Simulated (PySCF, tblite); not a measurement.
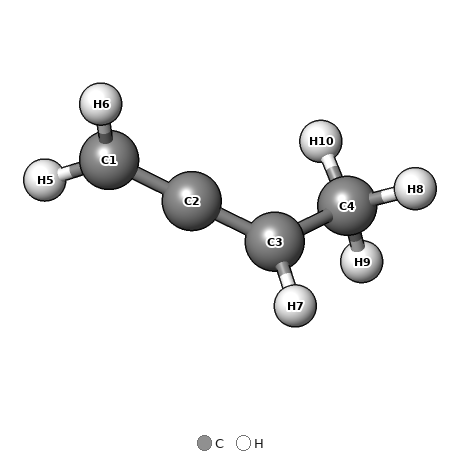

C₄H₆ (1,2-butadiene), SMILES C=C=CC. Simulated ¹H spectrum at 300 MHz, line width 1.5 Hz, from GIAO shifts (PBE0/pcSseg-1, against TMS) and couplings (B3LYP/pcJ-1), PySCF, at a GFN2-xTB geometry (a minimum by its frequencies). Gas phase, values of one conformer, averaged over methyl-type rotors and exact or near symmetry; couplings among ¹H are treated exactly, other nuclei are left out. The spin-dipole term of J is left out for all pairs. The upper panels enlarge each group of lines, each scaled alone.

Question: Give the shifts and couplings that make up the spectrum.

Answer:
```tsv
δ (ppm)	nuclei	atoms
5.30	1	H7
4.87	2	H5, H6
1.80	3	H8, H9, H10
```


```tsv
pair	J (Hz)
H7–H5, H7–H6	−8.3
H7 – H8/H9/H10	8.0
H5/H6 – H8/H9/H10	4.4
```

Not listed: couplings under 0.5 Hz, those between magnetically equivalent nuclei.

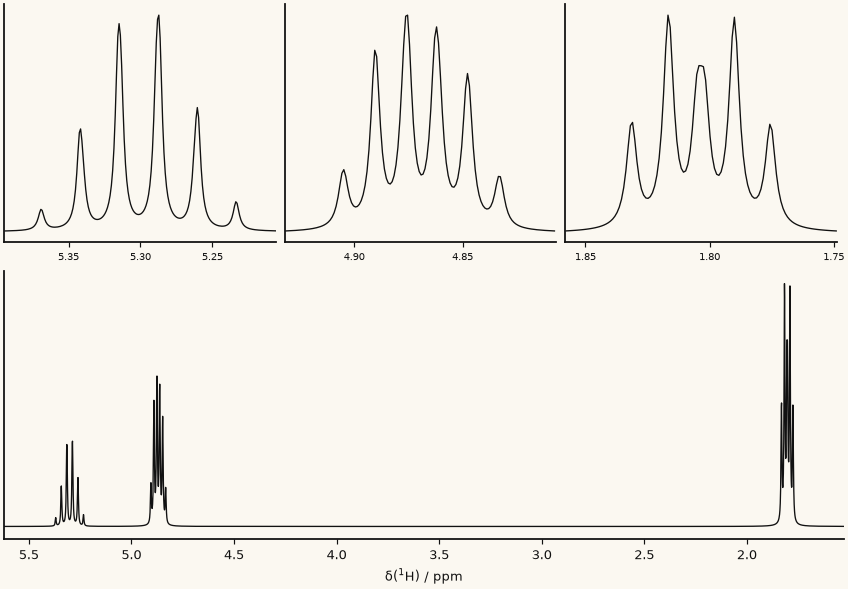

Caveats, for all or some of the runs: the tight-binding geometry is rougher than a DFT one and adds to the error.
